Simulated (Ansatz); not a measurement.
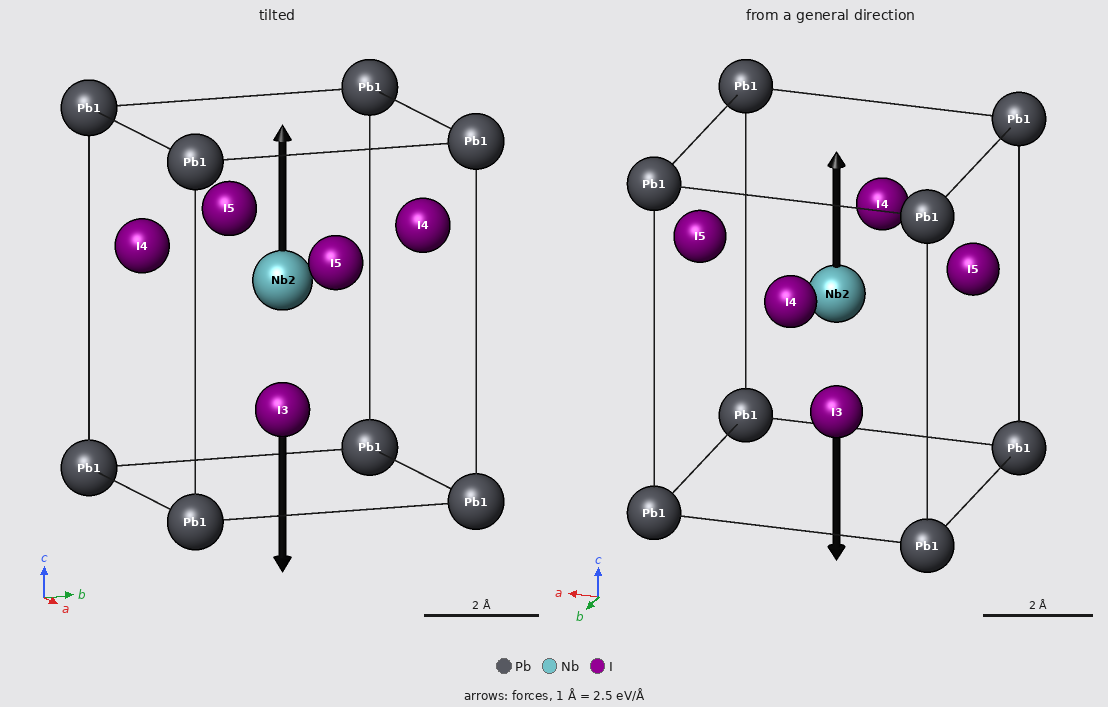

The crystal in a spheres-only representation, seen slightly off an axis and from a general direction. One simulation cell is outlined, and atoms on its boundary appear in each equivalent place. The arrows are the computed forces on the atoms.

System: NbPbI3. Theory: DFT, PAW plane waves, r2SCAN (Ansatz). Numerical settings: a cutoff energy of 500 eV, a 7×7×5 k-point grid, Fermi-Dirac smearing of 0.1 eV, no spin polarisation.

### Would an optimiser stop at this geometry?

No. The atoms still feel forces of up to about 6.2 eV/Å, far above a usual threshold of 0.01 to 0.03 eV/Å.

The picture shows a generated cell, made by putting these elements into a known structure type (the compound may or may not exist in this form); the geometry isn't optimised. Ansatz was used for an electronic-structure calculation on it.
